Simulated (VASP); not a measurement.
# A VASP study of LaPb (optB88-vdW): structure first, properties next, part 2 of 3

What structure does LaPb take at this level, and what are its properties? The cell is invented: it takes the structure of a Materials Project entry for CaLa (space group 187 there), with some of its atoms replaced by other elements, volume scaled by an estimate. It may not be a known or stable phase.

VASP 6.6.1; optB88-vdW; plane waves and PAW (Pb_d, La); invented cell.

Still holding for the runs below: This run has no spin polarisation. Its electron count is odd, so without a moment it is a metal by construction. The k-mesh is coarse for a metal.

So far. Step 3 (Full relaxation (optB88-vdW)): It ends with forces that vanish by symmetry and a pressure of 0.00 GPa. The relaxed cell has a = 3.884, c = 5.131 Å (conventional setting).

### Step 4. Single point with fields (optB88-vdW)

A single point on the relaxed cell gives a clean self-consistent state, with density, ELF and potential written out.

INCAR reads:

```
SYSTEM = LaPb
PREC = Accurate
ENCUT = 400
EDIFF = 1E-06
NELM = 100
ISMEAR = 1
SIGMA = 0.2
LREAL = .FALSE.
ALGO = Normal
GGA = BO
AGGAC = 0
LUSE_VDW = .TRUE.
PARAM1 = 0.1833333333
PARAM2 = 0.22
LASPH = .TRUE.
LORBIT = 11
LWAVE = .FALSE.
LCHARG = .TRUE.
ISIF = 2
LELF = .TRUE.
LVHAR = .TRUE.
```

POSCAR reads:

```
LaPb
1.0
    3.8842224982      0.0000000000      0.0000000000
   -1.9421112491      3.3638353425      0.0000000000
    0.0000000000      0.0000000000      5.1311280970
Pb La
1 1
Direct
    0.0000000000      0.0000000000      0.5000000000
    0.6666666700      0.3333333300      0.0000000000
```

KPOINTS reads:

```
Automatic mesh
0
Gamma
6 6 4
0 0 0
```

Potentials, in the order of the species: Pb_d and La (PBE family, release 64).

Started as:

```bash
$ mpirun -np 1 vasp_std
```

Log:

```text
[... set-up lines as in an earlier step ...]
 entering main loop
       N       E                     dE             d eps       ncg     rms          rms(c)
DAV:   1     0.262767956274E+03    0.26277E+03   -0.91502E+03   672   0.179E+03
DAV:   2     0.395097213110E+02   -0.22326E+03   -0.22207E+03   736   0.378E+02
DAV:   3     0.435182112692E-01   -0.39466E+02   -0.39118E+02  1008   0.201E+02
DAV:   4    -0.350649416343E+01   -0.35500E+01   -0.35102E+01  1288   0.510E+01
DAV:   5    -0.372826710569E+01   -0.22177E+00   -0.22052E+00   976   0.877E+00    0.297E+00
DAV:   6    -0.369188609177E+01    0.36381E-01   -0.87678E-01  1296   0.117E+01    0.170E+00
DAV:   7    -0.368903404892E+01    0.28520E-02   -0.68036E-02  1000   0.239E+00    0.928E-01
DAV:   8    -0.369305087832E+01   -0.40168E-02   -0.43930E-02  1264   0.219E+00    0.202E-01
DAV:   9    -0.369333177163E+01   -0.28089E-03   -0.45175E-03  1344   0.683E-01    0.104E-01
DAV:  10    -0.369339604909E+01   -0.64277E-04   -0.60505E-04  1224   0.437E-01    0.373E-02
DAV:  11    -0.369336527721E+01    0.30772E-04   -0.80255E-05  1240   0.925E-02    0.196E-02
DAV:  12    -0.369336538465E+01   -0.10744E-06   -0.19712E-05  1232   0.544E-02    0.480E-03
DAV:  13    -0.369336438399E+01    0.10007E-05   -0.50249E-06   784   0.291E-02    0.808E-04
DAV:  14    -0.369336447416E+01   -0.90171E-07   -0.48597E-07   760   0.158E-02
   1 F= -.36933645E+01 E0= -.36945037E+01  d E =0.341760E-02
```

Run time: 44 s. Hardware: 1 MPI rank of Intel Xeon 6975P-C (Granite Rapids), shared host; peak memory 0.36 GiB.

Parts of OUTCAR (step 4):

```text
  LATTYP: Found a hexagonal cell.
 ALAT       =     3.8842224982
 C/A-ratio  =     1.3210180672

The static configuration has the point symmetry D_3h.

 Found     21 irreducible k-points:

   k-points           NKPTS =     21   k-points in BZ     NKDIM =     21   number of bands    NBANDS=     16

   dimension x,y,z NGX =    28 NGY =   28 NGZ =   36
   dimension x,y,z NGXF=    56 NGYF=   56 NGZF=   72

   ENCUT  =  400.0 eV  29.40 Ry    5.42 a.u.   6.33  6.33  8.37*2*pi/ulx,y,z

   NELECT =      25.0000    total number of electrons

 E-fermi :   7.4883

 k-point     1 :       0.0000    0.0000    0.0000
  band No.  band energies     occupation
    ...
      8      -8.8239      2.00000
      9      -8.8239      2.00000
     10      -2.0507      2.00000
     11       6.2413      2.00000
     12       7.1037      2.02035
     13       8.3566     -0.00000
     14       8.3566     -0.00000
     15       8.6451     -0.00000
     16       9.0660     -0.00000

 k-point     2 :       0.1667   -0.0000    0.0000
  band No.  band energies     occupation
    ...
      9      -8.8579      2.00000
     10      -1.6979      2.00000
     11       6.6787      2.00000
     12       6.7562      2.00000
     13       7.3128      2.01451
     14       8.5581     -0.00000
     15       8.8657     -0.00000
     16       9.0178     -0.00000

Total vdW correction in eV:      3.8160508

  Total        0.0945462      0.0945462      0.0676119     -0.0000000     -0.0000000      0.0000000
  in kB        2.2594509      2.2594509      1.6157801     -0.0000000     -0.0000000      0.0000000
  external PRESSURE =       2.0448939 kB  Pullay stress =       0.0000000 kB

  energy-cutoff  :      400.00
  volume of cell :       67.04
      direct lattice vectors                 reciprocal lattice vectors
     3.884222498  0.000000000  0.000000000     0.257451781  0.148639856  0.000000000
    -1.942111249  3.363835342  0.000000000     0.000000000  0.297279711  0.000000000
     0.000000000  0.000000000  5.131128097     0.000000000  0.000000000  0.194888917

 POSITION                                       TOTAL-FORCE (eV/Angst)
 -----------------------------------------------------------------------------------
      0.00000      0.00000      2.56556        -0.000000      0.000000      0.000000
      1.94211      1.12128      0.00000         0.000000     -0.000000      0.000000
 -----------------------------------------------------------------------------------
    total drift:                               -0.000025      0.000015      0.000000

  FREE ENERGIE OF THE ION-ELECTRON SYSTEM (eV)
  ---------------------------------------------------
  free  energy   TOTEN  =        -3.6933644742 eV

  energy  without entropy=       -3.6967820712  energy(sigma->0) =       -3.69450367

Total vdW correction in eV:      3.8160660

 total charge
# of ion       s       p       d       f       tot
--------------------------------------------------
    1        1.307   0.978   9.788   0.000  12.073
    2        2.011   5.611   0.796   0.107   8.526
--------------------------------------------------
tot          3.318   6.590  10.584   0.107  20.599

[... 1 part as in an earlier step ...]

[... 7 further parts left out ...]
```

Numbers from this step:

```
SCF cycles              : 14
irreducible k-points    : 21
free energy (TOTEN)     : -3.693 eV
energy at zero smearing : -3.695 eV
Fermi energy            : 7.488 eV
pressure                : 0.2045 GPa
```

Valence electrons inside each PAW sphere by angular momentum. Sphere charges, by row:

| atom | s (e) | p (e) | d (e) | f (e) | tot (e) |
| --- | --- | --- | --- | --- | --- |
| Pb1 | 1.307 | 0.978 | 9.788 | 0 | 12.07 |
| La2 | 2.011 | 5.611 | 0.796 | 0.107 | 8.526 |

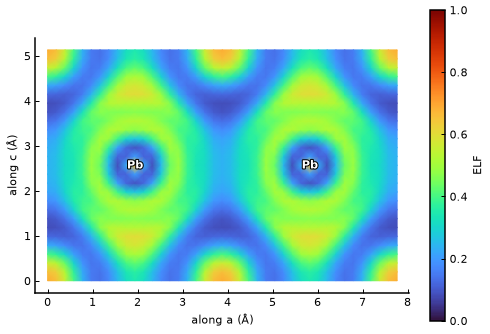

ELF in the ac plane at fractional y = 0.000, with atoms of Pb within 0.2 Å of it. It is the smooth field of the valence electrons, not physical close to the nuclei. The map starts off the cell's origin, so that atoms lie inside it.

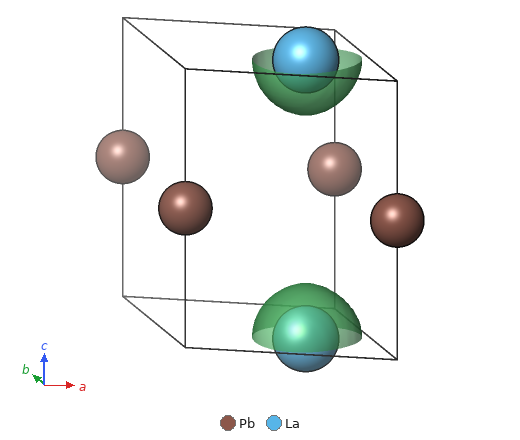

Surface of ELF = 0.79.

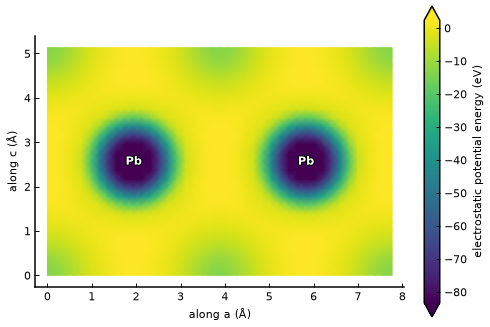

Electrostatic potential energy in the ac plane at fractional y = 0.000, with atoms of Pb within 0.2 Å of it. With pseudopotentials it is smooth inside the atoms' cores, unlike the true potential. The map starts off the cell's origin, so that atoms lie inside it.

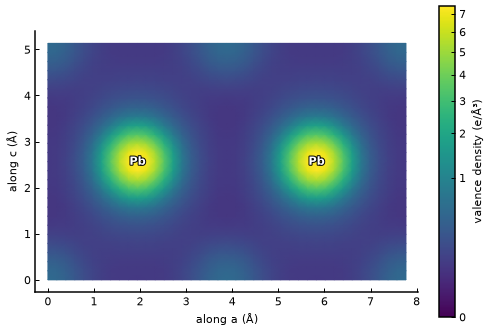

Valence density in the ac plane at fractional y = 0.000, with atoms of Pb within 0.2 Å of it. It is the smooth field of the valence electrons, not physical close to the nuclei. The map starts off the cell's origin, so that atoms lie inside it. The colour scale is stretched toward low values.

In this run the pressure is 0.20 GPa, small enough to go on.

### Step 5. Band structure (optB88-vdW)

The mesh alone shows little of the dispersion and can miss band extrema, so KPOINTS_OPT adds a path through the symmetry points after the self-consistent cycle.

Changes to INCAR since step 4:

```diff
@@ -17,5 +17,2 @@
 LWAVE = .FALSE.
-LCHARG = .TRUE.
-ISIF = 2
-LELF = .TRUE.
-LVHAR = .TRUE.
+LCHARG = .FALSE.
```

POSCAR is that of step 4.

KPOINTS is that of step 4.

KPOINTS_OPT reads:

```
Line mode
16
Line-mode
Reciprocal
  0.00000000   0.00000000   0.00000000 GAMMA
  0.50000000   0.00000000   0.00000000 M

  0.50000000   0.00000000   0.00000000 M
  0.33333333   0.33333333   0.00000000 K

  0.33333333   0.33333333   0.00000000 K
  0.00000000   0.00000000   0.00000000 GAMMA

  0.00000000   0.00000000   0.00000000 GAMMA
  0.00000000   0.00000000   0.50000000 A

  0.00000000   0.00000000   0.50000000 A
  0.50000000   0.00000000   0.50000000 L

  0.50000000   0.00000000   0.50000000 L
  0.33333333   0.33333333   0.50000000 H

  0.33333333   0.33333333   0.50000000 H
  0.00000000   0.00000000   0.50000000 A

  0.50000000   0.00000000   0.50000000 L
  0.50000000   0.00000000   0.00000000 M

  0.33333333   0.33333333   0.00000000 K
  0.33333333   0.33333333   0.50000000 H
```

Started as:

```bash
$ mpirun -np 1 vasp_std
```

Log:

```text
[... set-up lines as in an earlier step ...]
 entering main loop
       N       E                     dE             d eps       ncg     rms          rms(c)
[... 14 cycles as in an earlier step ...]
   1 F= -.36933645E+01 E0= -.36945037E+01  d E =0.341760E-02
 Start KPOINTS_OPT (optional k-point list driver)
k-point batch [1-21\144]
       N       E                     dE             ncg
DAV:   1     0.207091731494E+04   -0.62002E+04      672
DAV:   2    -0.282302017693E+04   -0.48939E+04      840
DAV:   3    -0.355231894900E+04   -0.72930E+03     1064
DAV:   4    -0.359586506842E+04   -0.43546E+02     1248
DAV:   5    -0.359888114954E+04   -0.30161E+01      992
DAV:   6    -0.359941857054E+04   -0.53742E+00     1280
DAV:   7    -0.359943350697E+04   -0.14936E-01      984
DAV:   8    -0.359943499448E+04   -0.14875E-02     1296
DAV:   9    -0.359943506803E+04   -0.73550E-04     1096
DAV:  10    -0.359943507834E+04   -0.10308E-04     1328
DAV:  11    -0.359943507883E+04   -0.49532E-06      872
[...]
k-point batch [127-144\144]
       N       E                     dE             ncg
DAV:   1     0.374308112616E+04   -0.11780E+05      576
DAV:   2    -0.345260598603E+03   -0.40883E+04      712
DAV:   3    -0.950761057178E+03   -0.60550E+03      944
DAV:   4    -0.987678417335E+03   -0.36917E+02     1112
DAV:   5    -0.989950568579E+03   -0.22722E+01      872
DAV:   6    -0.990325408331E+03   -0.37484E+00     1040
DAV:   7    -0.990343743344E+03   -0.18335E-01      872
DAV:   8    -0.990344938592E+03   -0.11952E-02     1088
DAV:   9    -0.990345010818E+03   -0.72226E-04      944
DAV:  10    -0.990345019636E+03   -0.88180E-05     1080
DAV:  11    -0.990345020038E+03   -0.40196E-06      744
```

Elapsed: 92 s, on 1 MPI rank; peak memory 0.36 GiB.

OUTCAR, selected parts (step 5):

```text
The static configuration has the point symmetry D_3h.

 Found     21 irreducible k-points:

   NELECT =      25.0000    total number of electrons

 E-fermi :   7.4883

Total vdW correction in eV:      3.8160508

Total vdW correction in eV:      3.8160660

[... 20 parts as in an earlier step ...]
```

Spin-orbit coupling is off here; with elements this heavy it splits and shifts levels by tenths of an eV or more.

The electronic bands at the labelled points (eV, zero at the Fermi level; # counts the bands kept):

| point | #1 | #2 | #3 | #4 | #5 |
| --- | --- | --- | --- | --- | --- |
| Γ | -9.54 | -1.25 | -0.38 | 0.87 | 0.87 |
| M | -7.72 | -3.01 | -1.70 | -0.59 | 1.16 |
| K | -7.43 | -2.09 | -1.48 | -1.45 | 0.69 |
| Γ | -9.54 | -1.25 | -0.38 | 0.87 | 0.87 |
| A | -8.73 | -3.44 | 0.66 | 1.20 | 1.32 |
| L | -7.95 | -2.28 | -1.85 | 0.35 | 0.86 |
| H | -7.79 | -2.39 | -0.95 | -0.60 | 0.75 |
| A | -8.73 | -3.44 | 0.66 | 1.20 | 1.32 |
| jump to L | -7.95 | -2.28 | -1.85 | 0.35 | 0.86 |
| M | -7.72 | -3.01 | -1.70 | -0.59 | 1.16 |
| jump to K | -7.43 | -2.09 | -1.48 | -1.45 | 0.69 |
| H | -7.79 | -2.39 | -0.95 | -0.60 | 0.75 |

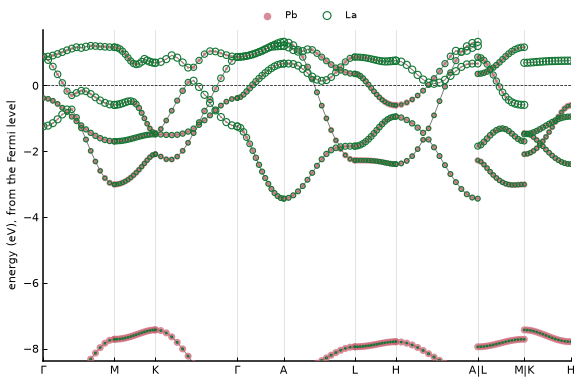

Electronic bands along the path; dots are coloured as in the legend, and their area grows with the weight.

There is no gap at this level.

### Step 6. Density of states (optB88-vdW)

A density of states needs more k-points than a total energy; ISMEAR = -5 takes tetrahedra, and LORBIT projects the states on the PAW spheres. The mesh is finer than in the run before.

Changes to INCAR since step 5:

```diff
@@ -5,3 +5,3 @@
 NELM = 100
-ISMEAR = 1
+ISMEAR = -5
 SIGMA = 0.2
@@ -18 +18,2 @@
 LCHARG = .FALSE.
+NEDOS = 2001
```

POSCAR is that of step 5.

KPOINTS reads:

```
Automatic mesh
0
Gamma
9 9 6
0 0 0
```

Started as:

```bash
$ mpirun -np 1 vasp_std
```

Log:

```text
[... set-up lines as in an earlier step ...]
 entering main loop
       N       E                     dE             d eps       ncg     rms          rms(c)
DAV:   1     0.260638628451E+03    0.26064E+03   -0.90897E+03  1536   0.179E+03
DAV:   2     0.359771717238E+02   -0.22466E+03   -0.22333E+03  1776   0.373E+02
DAV:   3    -0.683382822864E+00   -0.36661E+02   -0.36442E+02  2304   0.197E+02
DAV:   4    -0.354827295050E+01   -0.28649E+01   -0.28121E+01  2920   0.461E+01
DAV:   5    -0.375922044915E+01   -0.21095E+00   -0.20997E+00  2224   0.847E+00    0.296E+00
DAV:   6    -0.370185172232E+01    0.57369E-01   -0.79578E-01  2960   0.115E+01    0.170E+00
DAV:   7    -0.370145030002E+01    0.40142E-03   -0.67325E-02  2240   0.251E+00    0.878E-01
DAV:   8    -0.370579063084E+01   -0.43403E-02   -0.39464E-02  2872   0.186E+00    0.182E-01
DAV:   9    -0.370589571403E+01   -0.10508E-03   -0.37333E-03  3032   0.729E-01    0.983E-02
DAV:  10    -0.370605760520E+01   -0.16189E-03   -0.65338E-04  2896   0.450E-01    0.445E-02
DAV:  11    -0.370600737615E+01    0.50229E-04   -0.10112E-04  2920   0.119E-01    0.156E-02
DAV:  12    -0.370600861170E+01   -0.12356E-05   -0.15562E-05  2336   0.523E-02    0.341E-03
DAV:  13    -0.370600482786E+01    0.37838E-05   -0.13599E-06  1920   0.153E-02    0.113E-03
DAV:  14    -0.370600537423E+01   -0.54637E-06   -0.23462E-07  1792   0.101E-02
   1 F= -.37060054E+01 E0= -.37060054E+01  d E =0.000000E+00
 -----------------------------------------------------------------------------
|                                                                             |
|           W    W    AA    RRRRR   N    N  II  N    N   GGGG   !!!           |
|           W    W   A  A   R    R  NN   N  II  NN   N  G    G  !!!           |
|           W    W  A    A  R    R  N N  N  II  N N  N  G       !!!           |
|           W WW W  AAAAAA  RRRRR   N  N N  II  N  N N  G  GGG   !            |
|           WW  WW  A    A  R   R   N   NN  II  N   NN  G    G                |
|           W    W  A    A  R    R  N    N  II  N    N   GGGG   !!!           |
|                                                                             |
|     Tetrahedron method does not include variations of the Fermi             |
|     occupations, so forces and stress will be inaccurate. We suggest        |
|     using a different smearing scheme ISMEAR = 1 or 2 for metals in         |
|     relaxations.                                                            |
|                                                                             |
 -----------------------------------------------------------------------------
```

Elapsed: 54 s, on 1 MPI rank; peak memory 0.39 GiB.

Parts of OUTCAR (step 6):

```text
   k-points           NKPTS =     48   k-points in BZ     NKDIM =     48   number of bands    NBANDS=     16

   NELECT =      25.0000    total number of electrons

 E-fermi :   7.4746

 k-point     1 :       0.0000    0.0000    0.0000
  band No.  band energies     occupation
    ...
      8      -8.8191      2.00000
      9      -8.8191      2.00000
     10      -2.0695      2.00000
     11       6.2571      2.00000
     12       7.1049      2.07988
     13       8.3704      0.00000
     14       8.3704      0.00000
     15       8.6601      0.00000
     16       9.0830      0.00000

Total vdW correction in eV:      3.8157326

  Total       -0.0151822     -0.0151822      0.2915647      0.0000000      0.0000000      0.0000000
  in kB       -0.3628219     -0.3628219      6.9677717      0.0000000      0.0000000      0.0000000
  external PRESSURE =       2.0807093 kB  Pullay stress =       0.0000000 kB

 POSITION                                       TOTAL-FORCE (eV/Angst)
 -----------------------------------------------------------------------------------
      0.00000      0.00000      2.56556         0.000000      0.000000      0.000000
      1.94211      1.12128      0.00000        -0.000000      0.000000      0.000000
 -----------------------------------------------------------------------------------
    total drift:                               -0.000025      0.000015      0.000000

  FREE ENERGIE OF THE ION-ELECTRON SYSTEM (eV)
  ---------------------------------------------------
  free  energy   TOTEN  =        -3.7060053742 eV

  energy  without entropy=       -3.7060053742  energy(sigma->0) =       -3.70600537

Total vdW correction in eV:      3.8157357

[... 6 parts as in an earlier step ...]

[... 10 further parts left out ...]
```

With tetrahedra the forces and stress of a metal are not exact derivatives of the energy.

Numbers from this step:

```yaml
irreducible_k_points: 48
free_energy_toten: -3.706 eV
fermi_energy: 7.475 eV
pressure: 0.2081 GPa
dos_at_the_fermi_level: 3.262 states/eV/cell
```

The density of states has structure finer than the step of the table below, so its rows give means over 0.5 eV, whole bins alone (the curve runs from -12.0 to 1.19 eV). Peaks (eV: height): total -7.95: 2.94, -2.88: 1.46, -2.26: 3.37, -1.35: 4.85, 0.01: 3.30, 0.51: 4.36, 1.07: 4.22; Pb s -7.95: 1.91.

States under -12.0 eV and over 1.2 eV are left out. The density of states by energy, zero at the Fermi level; means over each step; values in states/eV/cell:

| energy (eV) | total | La f | Pb s |
| --- | --- | --- | --- |
| -10.0 | 0 | 0 | 0 |
| -9.5 | 0.0704 | 1.0e-5 | 0.0392 |
| -9.0 | 0.476 | 2.3e-4 | 0.273 |
| -8.5 | 1.06 | 0.00104 | 0.635 |
| -8.0 | 2.03 | 0.00415 | 1.31 |
| -7.5 | 0.376 | 0.00107 | 0.252 |
| -7.0 | 0 | 0 | 0 |
| -6.5 | 0 | 0 | 0 |
| -6.0 | 0 | 0 | 0 |
| -5.5 | 0 | 0 | 0 |
| -5.0 | 0 | 0 | 0 |
| -4.5 | 0 | 0 | 0 |
| -4.0 | 0 | 0 | 0 |
| -3.5 | 0.00269 | 0 | 8.2e-6 |
| -3.0 | 0.279 | 9.8e-4 | 0.00210 |
| -2.5 | 1.40 | 0.00869 | 0.0142 |
| -2.0 | 1.82 | 0.0186 | 0.0249 |
| -1.5 | 2.45 | 0.0468 | 0.0150 |
| -1.0 | 1.30 | 0.0350 | 0.0143 |
| -0.5 | 1.47 | 0.0505 | 0.0118 |
| 0.0 | 2.63 | 0.145 | 0.0149 |
| 0.5 | 2.83 | 0.409 | 0.0115 |

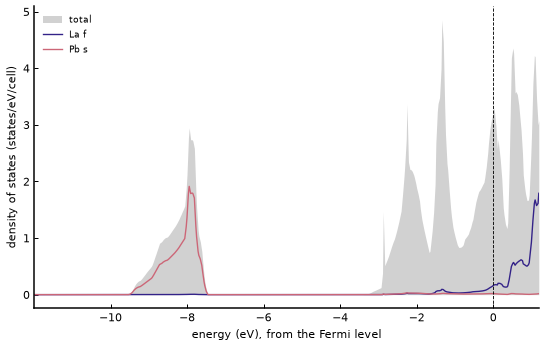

Density of states, plotted against energy.

The finer mesh and the other smearing move the Fermi level by -0.01 eV from the 6×6×4 run, a small shift, which tests the Fermi level alone.

(Continued in part 3 of 3.)

[Lines on the potential files, build, host, timing and source positions are cut from VASP's logs without a mark.]

[Logs are printed without paths, hosts, clocks, repeated set-up lines and the standing remarks that a program may print on its own settings, such as how far it seeks lower states.]

[Hosts, paths, dates, database ids (printed as entryN), source tags and the programs' standing remarks are cut or masked in the printed files.]

[A measured line is paired with the nearest computed mode of its activity, which favours agreement.]

[In band tables of VASP the shares of atoms and orbitals are scaled to a sum of 1 inside the atoms' spheres.]
